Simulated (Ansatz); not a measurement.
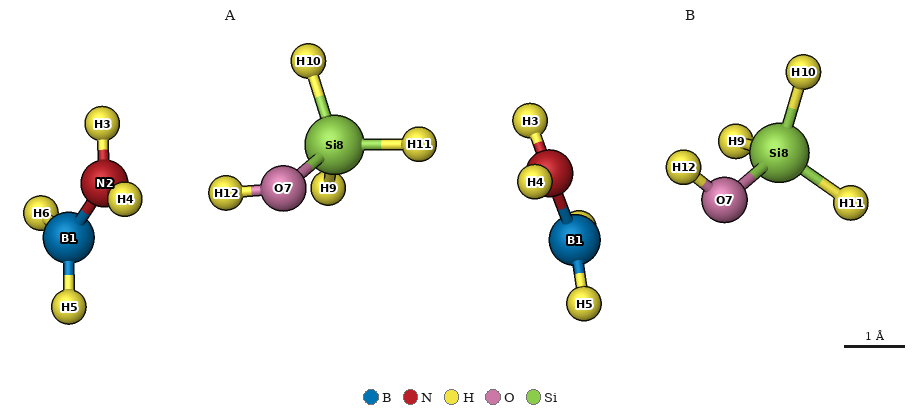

Two geometries of BSiNH₈O, drawn at one scale. One is the start of a relaxation, the other its converged end. A ball-and-stick model, seen at a tilt.

Computed with RKS B3LYP/6-31G* in Ansatz. Settings: no spin polarisation; force threshold 0.03 eV/Å; at most 50 steps.

Which of the two is the end point?

Structure A is the relaxed one. The run prepares an end point of a later path (reaction) calculation, from a guessed geometry. The largest move after the best rigid fit is that of H6, 1.34 Å. By element the largest moves are H 1.34 Å, B 0.77 Å, O 0.40 Å, N 0.31 Å, Si 0.30 Å. Among the contacts that change: B1–N2 1.477 → 1.402 Å, O7–H12 0.987 → 0.974 Å, O7–Si8 1.668 → 1.661 Å. Over 30 accepted moves (34 points after the start) the energy falls by 5.13 kcal/mol. The largest force component goes from 2.2 to 0.027 eV/Å. The line search rejected the trial steps at points 17, 23, 29, 30 of the run. The forces were under the threshold at step 12, but the run went on from there. Cost: 120 s on 1 thread of Arm Neoverse V2, with other jobs on the host, peak memory 0.15 GiB.

Limits of the set-up: the start holds two separate molecules, 2.3 Å apart at their closest, whose relative position is a soft coordinate and is computed without a dispersion correction.
